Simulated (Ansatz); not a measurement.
## Electronic structure of FGe2HO (SMILES [OH+]1[Ge-]2[F+][Ge-]12) in real space

Input file:

```
basis:
  gaussian:
    orbitals: def2-TZVPD
crystal:
  periodic: [false, false, false]
  atoms:
    - {symbol: F, position_ang: [-2.803791, -1.170516, -1.281578]}
    - {symbol: Ge, position_ang: [-1.351470, 0.233950, -1.593900]}
    - {symbol: Ge, position_ang: [-1.031994, -2.118033, -0.907469]}
    - {symbol: O, position_ang: [-0.942661, -0.464311, 0.269505]}
    - {symbol: H, position_ang: [-1.635742, -0.362605, 0.940050]}
hamiltonian:
  xc: pbe0
output: {forces: true, orbitals: {seedname: orbitals}}
```

Run with:

```sh
ansatz run input.yaml --threads 2 --pin off --max-ram 4350MiB --events-out events.jsonl --progress --plain --runs-dir runs
```

Geometry: B3LYP-D3(BJ)/def2-SVP.

All numbers below come from Ansatz 0.2.0, isolated molecule in a Gaussian basis; Kohn-Sham density functional theory, functional PBE0.

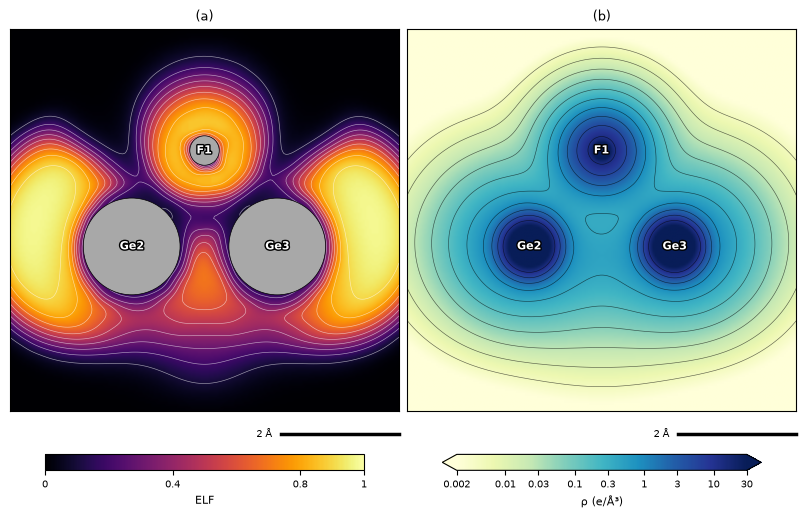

Figure 1. (a) ELF; (b) electron density on the plane of atoms Ge2, F1 and Ge3. Grey discs cover the atomic cores in the ELF map.

What do the fields say about this system?

The plane passes through F and Ge nuclei. Ge–F (2.04 Å): ρ at the midpoint is about 0.48 e/Å³; the ELF is about 0.20 at the midpoint. Ge–Ge (2.47 Å): ρ at the midpoint is about 0.43 e/Å³; the ELF reaches about 0.55 near the midpoint. The ELF also peaks beside F1, away from the bonds: lone-pair regions.

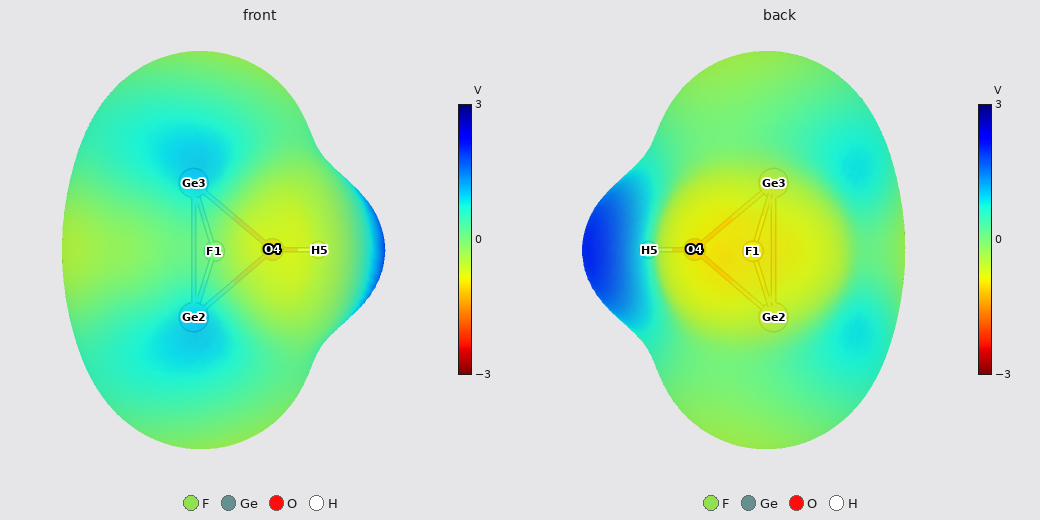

Figure 2. The electrostatic potential painted on the density surface at 0.001 e/bohr³, seen from the front and from behind; red is negative and blue positive.

Describe the electrostatic potential map.

The most negative region (about −1.0 V) lies over F1, the most positive (about +2.0 V) over H5.

How polar is the molecule by this calculation?

Its dipole moment is 0.86 D.

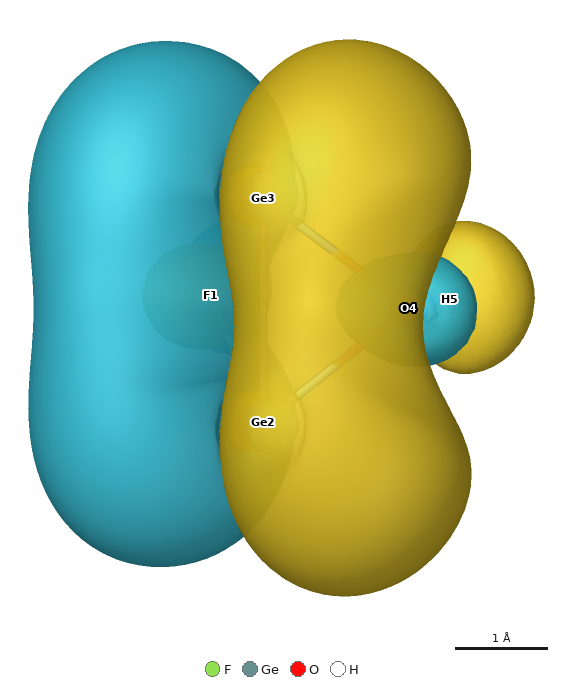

Figure 3. One frontier orbital at ±0.06 Å⁻³ᐟ² (yellow and cyan are the two phases), seen across its widest extent.

Which orbital is it: HOMO or LUMO?

The LUMO, at −1.75 eV. By Hirshfeld shares it lies mainly on Ge2 (about 40 %), Ge3 (about 40 %) and F1 (about 5 %); π-bonding across Ge2–Ge3.
